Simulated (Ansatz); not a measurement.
# AlHOF (SMILES [O][AlH][F]) at UCCSD(T)/STO-3G

What is the energy change on altering one bond length of AlHOF at UCCSD(T)/STO-3G? 

The results are computed with Ansatz 0.2.0.

70 further runs of the same task are left out: 5 that didn't finish, 65 set aside as unsound or not needed.

## Step 1: The structure to begin with

The species is AlHOF (4 atoms), meant as a doublet with charge 0. SMILES: `[O][AlH][F]`. Geometry: relaxed at PBE0-D4/def2-TZVP.

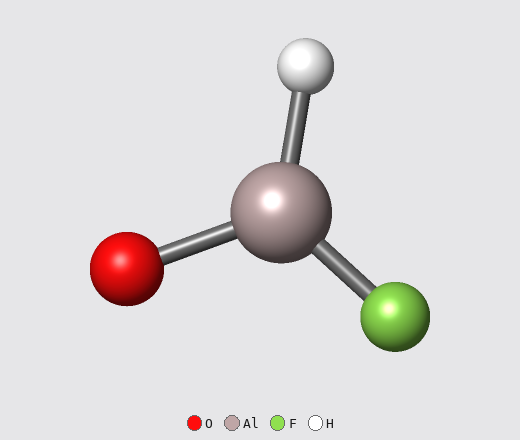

Viewed from a chosen angle; oxygen red, aluminium light grey, fluorine green, hydrogen white.

## Step 2: A single-point energy at UCCSD(T)/STO-3G

The input, in.yaml:

```yaml
basis:
  gaussian:
    orbitals: STO-3G
crystal:
  periodic: [false, false, false]
  atoms:
    - {symbol: O, position_ang: [-0.128300, -1.061600, 1.299400]}
    - {symbol: Al, position_ang: [0.038200, 0.026100, -0.037000]}
    - {symbol: F, position_ang: [-1.126500, -0.010300, -1.192200]}
    - {symbol: H, position_ang: [1.272100, 0.985600, -0.090400]}
correlation:
  method: ccsd_t
  frozen_orbitals: {Al: 5, F: 1, H: 0, O: 1}
scf:
  omitted_lower_state_checks: [cluster_reference, increment]
magnetization:
  spin_polarized: true
  initial_magnetization: 1
accuracy: high
```

Run with:

```
$ ansatz run in.yaml --threads 1 --pin off --max-ram 2610MiB --events-out events.jsonl --progress --plain --runs-dir runs
```

Log, cut to the lines that bear on the results:

```text
Warning: RAYON_NUM_THREADS=1 ignored (pool sized by the plan → 1); use --threads N
Functional definition: HF
  name "HF"
[...]
356 factors; integrals over basis functions are off by at most 3.0e-8 eV
[...]
mean field -11197.89411608 eV, -411.5150185609 hartree, gradient 9.0e-8 eV, S^2 0.755890; 5 other end points of the search recorded, 0 dependent functions left out
7 core orbitals not correlated: weight in the atoms' cores, before any rotation towards them, 1.000 or more for the frozen orbitals, at most 0.000 for the correlated occupied ones
reference -11197.89411608 eV, -411.5150185609 hartree; 9, 8 occupied and 4, 5 virtual orbitals, 356 factors
second order -1.57208787 eV of doubles, -0.00000000 eV of singles
cycle   1  -1.77813806 eV  change   -2.1e-1 eV  update   8.0e-2
[...]
cycle  27  -2.03699570 eV  change  -6.0e-10 eV  update   1.3e-9
perturbative correction -0.13274744 eV, -0.0048783784 hartree
Total energy: -11200.06385922 eV, -411.5947551505 hartree
Checks for a lower state left out: cluster_reference, increment
```

It took 0.34 s on 1 thread of Arm Neoverse V1, shared host.

## Step 3: The distorted shape at the same level

The input, job.yaml:

```yaml
crystal:
  periodic: [false, false, false]
  atoms:
    - {symbol: O, position_ang: [-0.436805, -1.301498, 1.312751]}
    - {symbol: Al, position_ang: [-0.270305, -0.213798, -0.023649]}
    - {symbol: F, position_ang: [-1.435005, -0.250198, -1.178849]}
    - {symbol: H, position_ang: [1.272100, 0.985600, -0.090400]}
basis:
  gaussian:
    orbitals: STO-3G
accuracy: high
scf:
  omitted_lower_state_checks: [cluster_reference, increment]
correlation:
  method: ccsd_t
  frozen_orbitals: {Al: 5, F: 1, H: 0, O: 1}
magnetization:
  spin_polarized: true
  initial_magnetization: 1
```

Run with:

```
$ ansatz run job.yaml --threads 1 --pin off --max-ram 2610MiB --events-out events.jsonl --progress --plain --runs-dir runs
```

Log, cut to the lines that bear on the results:

```text
Warning: RAYON_NUM_THREADS=1 ignored (pool sized by the plan → 1); use --threads N
[... 2 set-up lines as earlier in the session ...]
[...]
356 factors; integrals over basis functions are off by at most 3.6e-8 eV
[...]
mean field -11196.07423216 eV, -411.4481390600 hartree, gradient 2.4e-8 eV, S^2 0.757290; 9 other end points of the search recorded, 0 dependent functions left out
7 core orbitals not correlated: weight in the atoms' cores, before any rotation towards them, 1.000 or more for the frozen orbitals, at most 0.000 for the correlated occupied ones
reference -11196.07423216 eV, -411.4481390600 hartree; 9, 8 occupied and 4, 5 virtual orbitals, 356 factors
second order -1.82213010 eV of doubles, -0.00000000 eV of singles
cycle   1  -2.11561411 eV  change   -2.9e-1 eV  update   9.3e-2
[...]
cycle  31  -2.46747805 eV  change  -3.4e-10 eV  update   1.5e-9
perturbative correction -0.15362193 eV, -0.0056455016 hartree
Total energy: -11198.69533213 eV, -411.5444627075 hartree
Checks for a lower state left out: cluster_reference, increment
```

Run time: 0.52 s. Hardware: 1 thread of Arm Neoverse V1, shared host.

## Step 4: Results

Level: UCCSD(T)/STO-3G, 7 core orbitals frozen.

| quantity | value |
| --- | --- |
| first shape: total energy | -411.59476 Eh |
| first shape: correlation energy (7 core orbitals frozen) | -79.7 mEh |
| first shape: (T) correction | -4.88 mEh |
| first shape: ⟨S²⟩ of the reference determinant | 0.756 |
| first shape: T1 diagnostic | 0.018 |
| distorted shape: total energy | -411.54446 Eh |
| distorted shape: correlation energy (7 core orbitals frozen) | -96.3 mEh |
| distorted shape: (T) correction | -5.65 mEh |
| distorted shape: ⟨S²⟩ of the reference determinant | 0.757 |
| distorted shape: T1 diagnostic | 0.019 |
| energy change with the Al2–H4 bond stretched from 1.564 to 1.955 Å | 1.369 eV |

In words: With the Al2–H4 bond stretched from 1.564 to 1.955 Å the energy rises by 1.37 eV (132 kJ/mol). The first shape isn't relaxed at this level, so the change isn't measured from a minimum. The minimal basis adds a large error of its own. The triples (first shape) make up 6.1 % of the correlation energy. The triples (distorted shape) make up 5.9 % of the correlation energy.
